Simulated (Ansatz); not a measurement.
The starting structures come from a database of crystals and need not be the phases stable at ambient conditions.

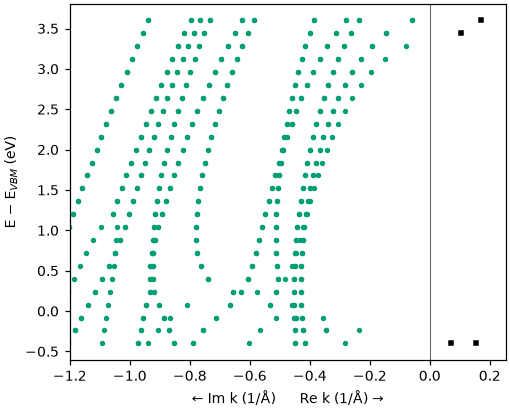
Complex bands at the centre of the two-dimensional zone; Ansatz (a quantum-chemistry and plane-wave program) with r2SCAN

No gap correction and no spin-orbit coupling; mid-gap values are interpolated between computed energies.

Task: This is Sr₂MgH₆ (P-3m1, not sure to be the ambient phase, 9 atoms a cell, 12.1 Å³ an atom) along the normal of (111). Read off the slowest decay at the centre of the two-dimensional zone at 1.68 eV, the computed energy nearest the middle of the gap.

Result: κ ≈ 0.37 1/Å, a decay length 1/(2κ) of the density of 1.3 Å.
